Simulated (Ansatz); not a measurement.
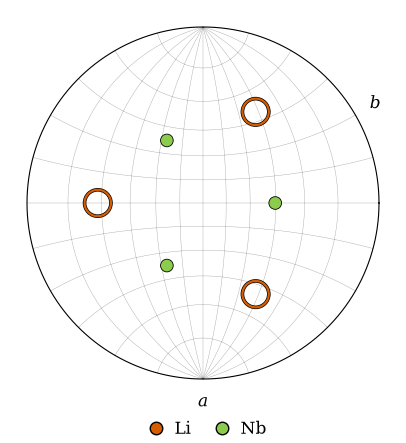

For LiNbF2, the geometry relaxed (final pressure about -11 GPa) with DFT, PAW plane waves, lda (Ansatz 0.2.0); the starting structure was generated, so it need not be a known form of this composition: directions from one fluorine atom at (1/3, 2/3, 0.587) to its bonded neighbours, in stereographic projection down c (filled: above the plane of the page or in it, open: below). Geometry calculated from the standardised cell; symmetry tolerance 0.002 Å.

Neighbours are counted up to 2.26 Å for Li, 2.70 Å for Nb.

```
Li Nb F
1.0
     3.04772    0.00000    0.00000
    -1.52386    2.63940    0.00000
     0.00000    0.00000   10.91273
Li Nb F
2 2 4
Direct
  0.00000 0.00000 0.50000
  0.00000 0.00000 0.00000
  0.33333 0.66667 0.25000
  0.66667 0.33333 0.75000
  0.33333 0.66667 0.58663
  0.66667 0.33333 0.08663
  0.33333 0.66667 0.91337
  0.66667 0.33333 0.41337
```

Question: How many neighbours are there, and at what angles?

Answer: 6: 3 Li at 2.00 Å, 3 Nb at 2.50 Å. Angles between bonds: 75° (3×), 92° (6×), 99° (3×), 163° (3×).

Question: What is the site's symmetry in the crystal?

Answer: Point group 3m (C3v), order 6: one threefold axis, three mirror planes. In No. 194, P6_3/mmc this is Wyckoff position 4f.
